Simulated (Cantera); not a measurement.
A closed system holds: 1 mol HMDSO, 0.33 mol CO2, held at 150 Torr.

Method: chemical equilibrium by Gibbs-energy minimisation in Cantera with the NASA 1993 tables (ideal gas, pure condensed phases). Candidate condensed phases: C, C6H6, C7H8, C8H18, H2O, Si, SiC, SiO2; 123 gas species. The feed counts by its element totals alone. Mutual solubility and eutectic melting of coexisting phases are not modelled. The tables hold silica as quartz up to 1696 K and as liquid above; real silica turns to tridymite and cristobalite and melts near 1996 K. Kinetics and transport are ignored.

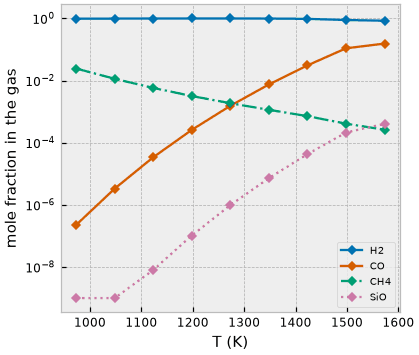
*Equilibrium gas composition (values under 1e-9 drawn at 1e-9)*

From 973 K to 1498 K the condensed part is C(graphite) + SiC(s) + SiO2(β-quartz). At 1573 K the condensed part is C(graphite) + SiC(s).
